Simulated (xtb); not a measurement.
## C₂H₃F₂S: geometry relaxation (part 1 of 3)

- system: C₂H₃F₂S, multiplicity 2, SMILES F[CH]SCF
- method: GFN2-xTB (xtb 6.7.1)

The geometry comes from this level: GFN2-xTB.

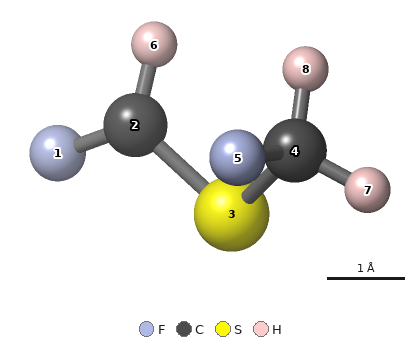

*The structure as given in the input (ball-and-stick view, seen at a tilt; atoms are numbered from 1 in the order of the input).*

Bond lengths as drawn: C–F 1.34 to 1.35 Å, C–H 1.08 to 1.09 Å and C–S 1.72 to 1.83 Å.

The input (geom.xyz):
```
8
start
F      0.769100    -0.029300     2.621490
C      0.199810     0.157960     1.425790
S      0.487350    -1.053320     0.236500
C     -0.126790    -0.114190    -1.208950
F      0.725740     0.883950    -1.543820
H     -0.770030     0.632600     1.487310
H     -0.190700    -0.810620    -2.047560
H     -1.094470     0.332920    -0.970760
```

Launched with:
```bash
xtb geom.xyz -c 0 -u 1 --ohess vtight > out.txt 2> xtb.err
```

The program's output:
```
* xtb version 6.7.1
   ID    Z sym.   atoms
    1    9 F      1, 5
    2    6 C      2, 4
    3   16 S      3
    4    1 H      6-8

           -------------------------------------------------
          |                Calculation Setup                |
           -------------------------------------------------

          program call               : xtb geom.xyz -c 0 -u 1 --ohess vtight
          coordinate file            : geom.xyz
          omp threads                :                     1

           -------------------------------------------------
          |                 G F N 2 - x T B                 |
           -------------------------------------------------

      * Hamiltonian:
        H0-scaling (s, p, d)           1.850000    2.230000    2.230000
        zeta-weighting                 0.500000
      * Dispersion:
        s8                             2.700000
        a1                             0.520000
        a2                             5.000000
        s9                             5.000000
      * Repulsion:
        kExp                           1.500000    1.000000
        rExp                           1.000000
      * Coulomb:
        alpha                          2.000000
        third order                    shell-resolved
        anisotropic                    true
        a3                             3.000000
        a5                             4.000000
        cn-shift                       1.200000
        cn-exp                         4.000000
        max-rad                        5.000000

          ...................................................
          :                      SETUP                      :
          :.................................................:
          :  # basis functions                  29          :
          :  # atomic orbitals                  28          :
          :  # shells                           14          :
          :  # electrons                        31          :
          :  max. iterations                   250          :
          :  Hamiltonian                  GFN2-xTB          :
          :  restarted?                      false          :
          :  GBSA solvation                  false          :
          :  PC potential                    false          :
          :  electronic temp.          300.0000000     K    :
          :  accuracy                    1.0000000          :
          :  -> integral cutoff          0.2500000E+02      :
          :  -> integral neglect         0.1000000E-07      :
          :  -> SCF convergence          0.1000000E-05 Eh   :
          :  -> wf. convergence          0.1000000E-03 e    :
          :  Broyden damping             0.4000000          :
          :  net charge                          0          :
          :  unpaired electrons                  1          :
          ...................................................

 iter      E             dE          RMSdq      gap      omega  full diag
   1    -18.4978901 -0.184979E+02  0.498E+00    3.19       0.0  T
   2    -18.5202298 -0.223397E-01  0.272E+00    3.04       1.0  T
   3    -18.5212986 -0.106877E-02  0.110E+00    2.92       1.0  T
   4    -18.5222987 -0.100005E-02  0.388E-01    2.91       1.0  T
   5    -18.5222776  0.210763E-04  0.110E-01    2.88       1.0  T
   6    -18.5223248 -0.471717E-04  0.362E-02    2.91       1.0  T
   7    -18.5223250 -0.224978E-06  0.112E-02    2.91       3.2  T
   8    -18.5223251 -0.117583E-06  0.356E-03    2.91       9.9  T
   9    -18.5223251 -0.382934E-08  0.101E-03    2.91      35.2  T
  10    -18.5223251 -0.380073E-09  0.391E-04    2.91      90.5  T
  11    -18.5223251 -0.207244E-09  0.732E-05    2.91     483.1  T

   *** convergence criteria satisfied after 11 iterations ***

         #    Occupation            Energy/Eh            Energy/eV
      -------------------------------------------------------------
         1        2.0000           -0.8468521             -23.0440
       ...           ...                  ...                  ...
        10        2.0000           -0.5411442             -14.7253
        11        2.0000           -0.5359709             -14.5845
        12        2.0000           -0.4938470             -13.4383
        13        2.0000           -0.4860388             -13.2258
        14        2.0000           -0.4735749             -12.8866
        15        2.0000           -0.4345579             -11.8249
        16        1.0000           -0.3408768              -9.2757 (HOMO)
        17                         -0.2340210              -6.3680 (LUMO)
        18                         -0.1628631              -4.4317
        19                         -0.0606143              -1.6494
        20                         -0.0421373              -1.1466
        21                         -0.0008703              -0.0237
       ...                                ...                  ...
        28                          0.4745801              12.9140
      -------------------------------------------------------------
                  HL-Gap            0.1068558 Eh            2.9077 eV
             Fermi-level           -0.3375831 Eh           -9.1861 eV

 SCC (total)                   0 d,  0 h,  0 min,  0.006 sec
 SCC setup                      ...        0 min,  0.000 sec (  1.433%)
 Dispersion                     ...        0 min,  0.000 sec (  0.609%)
 classical contributions        ...        0 min,  0.000 sec (  0.121%)
 integral evaluation            ...        0 min,  0.001 sec ( 13.646%)
 iterations                     ...        0 min,  0.003 sec ( 55.051%)
 molecular gradient             ...        0 min,  0.002 sec ( 26.307%)
 printout                       ...        0 min,  0.000 sec (  2.601%)

         :::::::::::::::::::::::::::::::::::::::::::::::::::::
         ::                     SUMMARY                     ::
         :::::::::::::::::::::::::::::::::::::::::::::::::::::
         :: total energy             -18.430287353082 Eh    ::
         :: gradient norm              0.000920495192 Eh/a0 ::
         :: HOMO-LUMO gap              2.907694776995 eV    ::
         ::.................................................::
         :: SCC energy               -18.522324396449 Eh    ::
         :: -> isotropic ES            0.022100762696 Eh    ::
         :: -> anisotropic ES          0.000740188192 Eh    ::
         :: -> anisotropic XC         -0.004185673109 Eh    ::
         :: -> dispersion             -0.003999413854 Eh    ::
         :: repulsion energy           0.092037043367 Eh    ::
         :: add. restraining           0.000000000000 Eh    ::
         :: total charge               0.000000000000 e     ::
         :::::::::::::::::::::::::::::::::::::::::::::::::::::

      -----------------------------------------------------------
     |                   =====================                   |
     |                        A N C O P T                        |
     |                   =====================                   |
     |               Approximate Normal Coordinate               |
     |                Rational Function Optimizer                |
      -----------------------------------------------------------

          ...................................................
          :                      SETUP                      :
          :.................................................:
          :   optimization level         verytight          :
          :   max. optcycles                   200          :
          :   ANC micro-cycles                  20          :
          :   degrees of freedom                18          :
          :.................................................:
          :   RF solver                   davidson          :
          :   write xtbopt.log                true          :
          :   linear?                        false          :
          :   energy convergence         0.1000000E-06 Eh   :
          :   grad. convergence          0.2000000E-03 Eh/α :
          :   maximum RF displ.          1.0000000          :
          :   Hlow (freq-cutoff)         0.1000000E-01      :
          :   Hmax (freq-cutoff)         5.0000000          :
          :   S6 in model hess.         20.0000000          :
          ...................................................

generating ANC from exact Hessian ...
Using Lindh-Hessian (1995)
 Shifting diagonal of input Hessian by    5.3088011839526874E-003
 Lowest  eigenvalues of input Hessian
    0.000000    0.000000    0.000000    0.000000    0.000000    0.000000
    0.010000    0.012669    0.015641    0.052986    0.066180    0.076833
    0.102954    0.143302    0.158005    0.183811    0.203660    0.466622
 Highest eigenvalues
    0.601557    1.006246    1.119596    1.311791    1.502411    1.619413

........................................................................
.............................. CYCLE    1 ..............................
........................................................................

 iter      E             dE          RMSdq      gap      omega  full diag
   1    -18.5223251 -0.185223E+02  0.310E-05    2.91       0.0  T
   2    -18.5223251 -0.193268E-11  0.143E-05    2.91    2475.2  T
   3    -18.5223251 -0.273559E-12  0.909E-06    2.91    3887.6  T
     SCC iter.                  ...        0 min,  0.001 sec
     gradient                   ...        0 min,  0.002 sec
 * total energy  :   -18.4302874 Eh     change       -0.2060574E-11 Eh
   gradient norm :     0.0009206 Eh/α   predicted     0.0000000E+00 (-100.00%)
   displ. norm   :     0.0240561 α      lambda       -0.3651249E-05
   maximum displ.:     0.0236447 α      in ANC's #1, #4, #2, ...

........................................................................
.............................. CYCLE    2 ..............................
........................................................................

 iter      E             dE          RMSdq      gap      omega  full diag
   1    -18.5223146 -0.185223E+02  0.202E-02    2.90       0.0  T
   2    -18.5223147 -0.634555E-07  0.121E-02    2.90       2.9  T
   3    -18.5223146  0.430078E-07  0.403E-03    2.90       8.8  T
   4    -18.5223147 -0.634662E-07  0.945E-04    2.90      37.4  T
   5    -18.5223147 -0.521304E-09  0.380E-04    2.90      93.1  T
     SCC iter.                  ...        0 min,  0.001 sec
     gradient                   ...        0 min,  0.002 sec
 * total energy  :   -18.4302916 Eh     change       -0.4282757E-05 Eh
   gradient norm :     0.0002722 Eh/α   predicted    -0.1824360E-05 ( -57.40%)
   displ. norm   :     0.0232006 α      lambda       -0.2256185E-05
   maximum displ.:     0.0223297 α      in ANC's #1, #2, #3, ...

........................................................................
.............................. CYCLE    3 ..............................
........................................................................

 iter      E             dE          RMSdq      gap      omega  full diag
   1    -18.5222793 -0.185223E+02  0.198E-02    2.90       0.0  T
   2    -18.5222793 -0.427734E-07  0.120E-02    2.90       3.0  T
   3    -18.5222793  0.257911E-07  0.302E-03    2.90      11.7  T
   4    -18.5222794 -0.388292E-07  0.779E-04    2.90      45.4  T
   5    -18.5222794 -0.367123E-09  0.337E-04    2.90     104.9  T
     SCC iter.                  ...        0 min,  0.001 sec
     gradient                   ...        0 min,  0.002 sec
 * total energy  :   -18.4302945 Eh     change       -0.2879070E-05 Eh
   gradient norm :     0.0003121 Eh/α   predicted    -0.1126795E-05 ( -60.86%)
   displ. norm   :     0.0207657 α      lambda       -0.1591840E-05
   maximum displ.:     0.0192307 α      in ANC's #1, #2, #4, ...

........................................................................
.............................. CYCLE    4 ..............................
........................................................................

 iter      E             dE          RMSdq      gap      omega  full diag
   1    -18.5222583 -0.185223E+02  0.189E-02    2.89       0.0  T
   2    -18.5222584 -0.138754E-07  0.112E-02    2.89       3.1  T
   3    -18.5222584 -0.390796E-08  0.128E-03    2.89      27.7  T
   4    -18.5222584 -0.929965E-09  0.558E-04    2.89      63.4  T
   5    -18.5222584 -0.338282E-09  0.196E-04    2.89     180.1  T
     SCC iter.                  ...        0 min,  0.001 sec
     gradient                   ...        0 min,  0.002 sec
 * total energy  :   -18.4302966 Eh     change       -0.2056055E-05 Eh
   gradient norm :     0.0002611 Eh/α   predicted    -0.7973939E-06 ( -61.22%)
   displ. norm   :     0.0190448 α      lambda       -0.1137975E-05
   maximum displ.:     0.0170446 α      in ANC's #1, #2, #3, ...

........................................................................
.............................. CYCLE    5 ..............................
........................................................................

 iter      E             dE          RMSdq      gap      omega  full diag
   1    -18.5222654 -0.185223E+02  0.178E-02    2.89       0.0  T
   2    -18.5222654 -0.144781E-07  0.105E-02    2.89       3.4  T
   3    -18.5222654  0.926261E-08  0.192E-03    2.89      18.4  T
   4    -18.5222654 -0.146377E-07  0.748E-04    2.89      47.3  T
   5    -18.5222654 -0.597570E-09  0.192E-04    2.89     184.0  T
     SCC iter.                  ...        0 min,  0.001 sec
     gradient                   ...        0 min,  0.002 sec
 * total energy  :   -18.4302980 Eh     change       -0.1477950E-05 Eh
   gradient norm :     0.0001680 Eh/α   predicted    -0.5703991E-06 ( -61.41%)
   displ. norm   :     0.0167779 α      lambda       -0.7588851E-06
   maximum displ.:     0.0147639 α      in ANC's #1, #2, #3, ...
```
